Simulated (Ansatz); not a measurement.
## Two runs on C$_{2}$Cl$_{2}$N$_{2}$S$_{2}$Si

System: C$_{2}$Cl$_{2}$N$_{2}$S$_{2}$Si (Si(NCS)2Cl2), multiplicity 3.
Method of run 1: UKS r2SCAN-D4/def2-TZVP (Ansatz 0.2.0).

The geometry comes from this level: r2SCAN-D4/def2-SVP. Text and figures count atoms from 1; the logs count them from 0 in places.

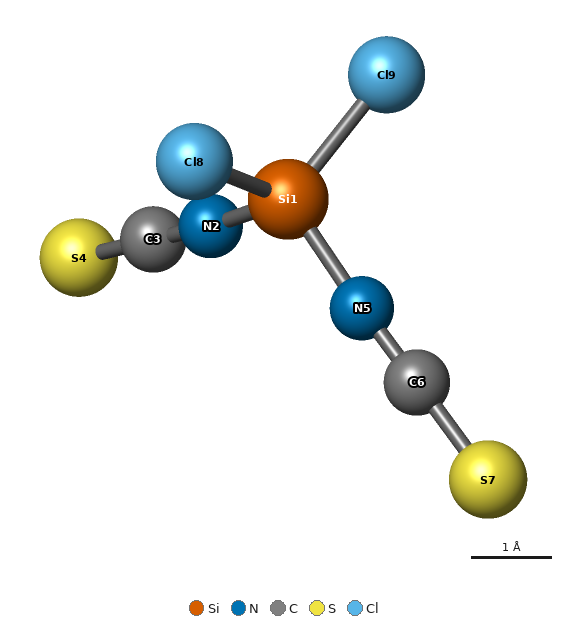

**Figure 1.** The input geometry (ball-and-stick view, seen at a tilt; atoms are numbered from 1 in the order of the input). Bond lengths as drawn: Cl–Si 2.04 Å, C–N 1.20 Å, C–S 1.57 Å and N–Si 1.70 Å.

Input file, run 1:
```yaml
crystal:
  periodic: [false, false, false]
  atoms:
    - {symbol: Si, position_ang: [-0.702548, -0.002392, -0.501404]}
    - {symbol: N, position_ang: [-0.702593, -0.025655, 1.193599]}
    - {symbol: C, position_ang: [-0.780257, -0.041626, 2.395570]}
    - {symbol: S, position_ang: [-0.870359, -0.062330, 3.960551]}
    - {symbol: N, position_ang: [0.900370, 0.027242, -1.052206]}
    - {symbol: C, position_ang: [2.011670, 0.046222, -1.516619]}
    - {symbol: S, position_ang: [3.462196, 0.070997, -2.110821]}
    - {symbol: Cl, position_ang: [-1.682349, 1.662304, -1.161335]}
    - {symbol: Cl, position_ang: [-1.636120, -1.674772, -1.207344]}
basis:
  gaussian: {orbitals: def2-TZVP, initial_orbitals: start.molden}
magnetization: {spin_polarized: true, initial_magnetization: 2}
hamiltonian: {xc: r2scan, dispersion: d4}
scf: {omitted_lower_state_checks: [starts]}
output: {orbitals: {seedname: orbitals}}
```

Command:
```bash
ansatz run in.yaml --threads 2 --pin off --events-out ev --progress --plain --max-ram 32768MiB --backend cuda --devices 0, --max-vram 18GiB
```

Hardware: 2 CPU threads, shared host.

Output (run 1):
```
Functional definition: r2SCAN
  parameter k0 = 0.174
  parameter k1 = 0.065
  parameter a1 = 4.9479
  exchange = r2scan_x(k0 = k0, k1 = k1, a1 = a1)
  correlation = r2scan_c
these checks for a lower state are left out or cut short: starts
1956 factors; their error is unknown
mean field evaluation 1: about -59645.4124 eV, gradient 9.0e0 eV
mean field evaluation 2: about -59645.4955 eV, gradient 2.1e-1 eV
mean field evaluation 4: about -59645.4820 eV, gradient 9.1e-2 eV
mean field evaluation 8: about -59645.4783 eV, gradient 1.0e0 eV
mean field evaluation 16: about -59645.4889 eV, gradient 4.6e-1 eV
mean field evaluation 32: about -59645.4908 eV, gradient 2.7e-5 eV
mean field -59645.49084126 eV, -2191.9313592506 hartree, gradient 8.1e-6 eV, S^2 2.009073; 0 other end points of the search recorded, 0 dependent functions left out
reference -59645.49085659 eV, -2191.9313598138 hartree; 54, 52 occupied and 255, 257 virtual orbitals, 1956 factors
Total energy: -59645.60544066 eV, -2191.9355707009 hartree
Checks for a lower state left out: starts
```

The input of run 2 differs as follows (lines with − go, lines with + come):
```diff
-magnetization: {spin_polarized: true, initial_magnetization: 2}
```

How does run 2 compare with run 1?

With the same method and basis, run 2 lies 98.1 kcal/mol lower. The HOMO goes from −3.02 to −7.10 eV. The LUMO goes from −6.46 to −2.35 eV.

Output (run 2):
```
Functional definition: r2SCAN
  parameter k0 = 0.174
  parameter k1 = 0.065
  parameter a1 = 4.9479
  exchange = r2scan_x(k0 = k0, k1 = k1, a1 = a1)
  correlation = r2scan_c
these checks for a lower state are left out or cut short: starts
1956 factors; their error is unknown
mean field evaluation 1: about -59649.7000 eV, gradient 1.3e1 eV
mean field evaluation 2: about -59649.7633 eV, gradient 1.2e-1 eV
mean field evaluation 4: about -59649.7445 eV, gradient 2.6e-4 eV
mean field -59649.74453383 eV, -2192.0876795692 hartree, gradient 1.1e-5 eV, S^2 0.000000; 0 other end points of the search recorded, 0 dependent functions left out
reference -59649.74454697 eV, -2192.0876800520 hartree; 53, 53 occupied and 256, 256 virtual orbitals, 1956 factors
Total energy: -59649.85913104 eV, -2192.0918909392 hartree
Checks for a lower state left out: starts
```

The two runs side by side:

```tsv
quantity	run 1	run 2
outcome	converged	converged
total energy (hartree)	−2191.935571	−2192.091891
HOMO (eV)	−3.02	−7.10
LUMO (eV)	−6.46	−2.35
⟨S²⟩	2.009	–
basis functions	309	309
wall time (shared host)	14 s	4.9 s
```
